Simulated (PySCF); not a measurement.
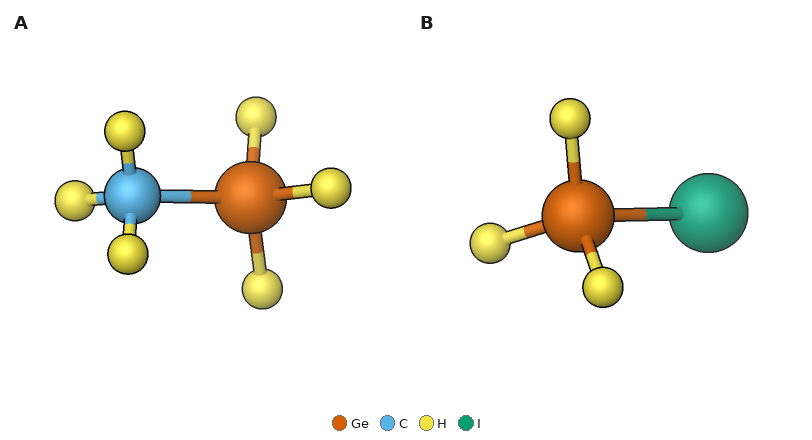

Two related species, optimised with PBE0-D3(BJ)/def2-SVP; properties computed with PySCF 2.14.0. Both: charge 0, singlet.

What are A and B?

Answer. A is GeMeH3, B is GeIH3.

Compare them. With CAM-B3LYP/def2-SVPD: dipole moment (D), HOMO–LUMO gap (eV), HOMO energy (Kohn–Sham orbital) (eV), lowest vertical singlet excitation (eV), mean static polarisability (bohr³). With PBE0-D3(BJ)/def2-SVP: mean Ge–H length (Å).

```json
{"quantity": "dipole moment (D)", "A": "0.67", "B": "1.73"}
{"quantity": "HOMO–LUMO gap (eV)", "A": "11.31", "B": "8.43"}
{"quantity": "HOMO energy (Kohn–Sham orbital) (eV)", "A": "−10.32", "B": "−8.80"}
{"quantity": "lowest vertical singlet excitation (eV)", "A": "8.23", "B": "5.06"}
{"quantity": "mean static polarisability (bohr³)", "A": "46.7", "B": "68.3"}
{"quantity": "mean Ge–H length (Å)", "A": "1.541", "B": "1.534"}
```

Each is one conformer, and no frequency run is at hand to confirm it as a minimum.
